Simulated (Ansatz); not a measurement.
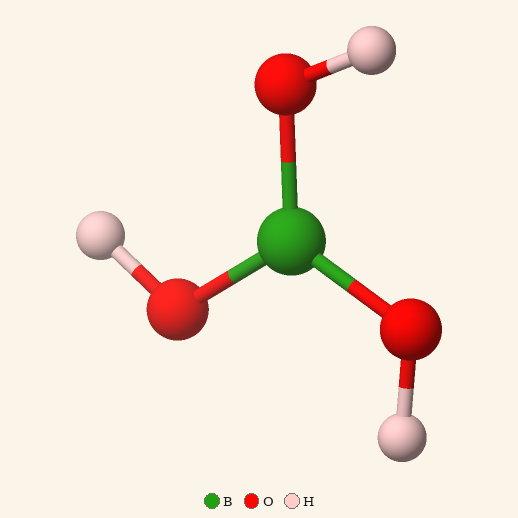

The picture shows a molecular structure as a ball-and-stick model.

What is the molecular formula?

Answer. BH3O3, 7 atoms: 1 boron, 3 hydrogen and 3 oxygen.

Give the symmetry (Schoenflies symbol).

Answer. C3h.

How many bonds of each kind are drawn?

Answer. 3 B–O, 3 O–H. Sticks follow a distance rule.

How many sets of symmetry-equivalent atoms are there?

Answer. 3: 1 B, 3 O, 3 H.

The parts below concern this one geometry. Atoms keep their numbers from picture to picture. The computed structure is the end point of a PBE0-D4/def2-TZVP optimisation.

## Geometry

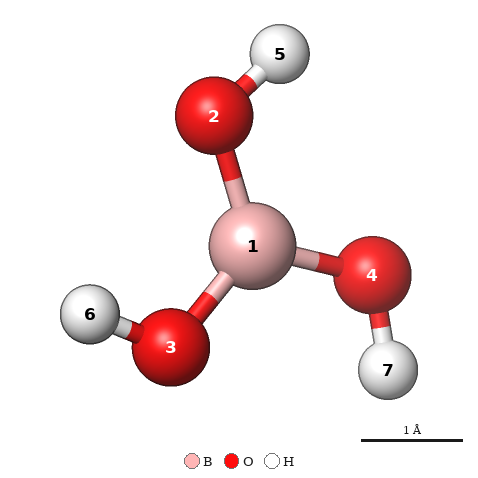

Atoms carry their numbers in the input.

Which atoms are bonded, and how long are the bonds?

| bond | length (Å) |
| --- | --- |
| B1–O2 | 1.366 |
| B1–O3 | 1.366 |
| B1–O4 | 1.366 |
| O2–H5 | 0.960 |
| O3–H6 | 0.960 |
| O4–H7 | 0.960 |

## Vibrations

Harmonic vibrations computed with RKS PBE0-D4/def2-TZVP (Ansatz 0.2.0) at a stationary point of the same level.

How many vibrational modes are there, and where do they lie?

Answer. 15 modes: 428, 428, 442, 534, 535, 679, 886, 1019, 1019, 1020, 1480, 1480, 3903, 3903, 3904 cm⁻¹.

## Charges

The questions are on Mulliken charges. Method: RKS PBE0-D4/def2-TZVP (Ansatz 0.2.0).

Give the Mulliken charges atom by atom.

```json
{"atom": "B1", "value (e)": "0.35"}
{"atom": "O2", "value (e)": "−0.45"}
{"atom": "O3", "value (e)": "−0.45"}
{"atom": "O4", "value (e)": "−0.45"}
{"atom": "H5", "value (e)": "0.34"}
{"atom": "H6", "value (e)": "0.34"}
{"atom": "H7", "value (e)": "0.34"}
```

## Thermal motion

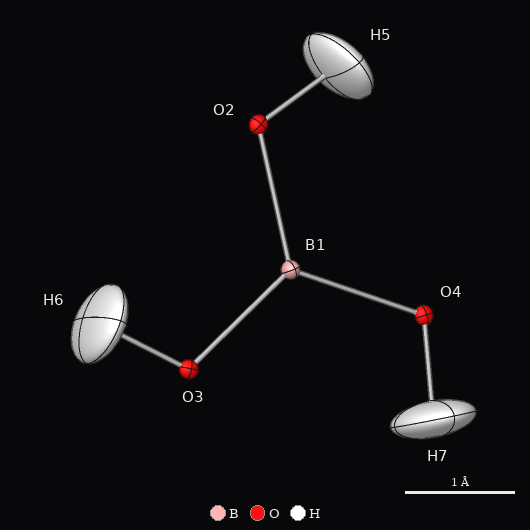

Displacement ellipsoids at the 50 % level, enlarged 1.5 times, from the internal vibrations of the free molecule (harmonic, no overall translation or rotation; no half-axis is drawn under 0.075 Å). Vibrations computed with RKS PBE0-D4/def2-TZVP (Ansatz 0.2.0). Temperature: 600 K.

Which atom has the largest mean-square displacement?

Answer. H5, H6, H7, with U_eq = 0.0301 Å².

Does H7 move more along its bond or across it?

Answer. Across it: the root-mean-square amplitude is 0.076 Å along the bond and up to 0.240 Å across, since bending and torsion are softer than stretching.

Give the displacement parameters, one line for each set of equivalent atoms.

```tsv
atom	U_eq (Å²)	rms amplitudes (Å)
B1	0.0020	0.039, 0.039, 0.054
O2, O3, O4	0.0012	0.021, 0.039, 0.041
H5, H6, H7	0.0301	0.074, 0.166, 0.239
```

Mulliken values depend strongly on the basis set and can even reverse the polarity of a bond.
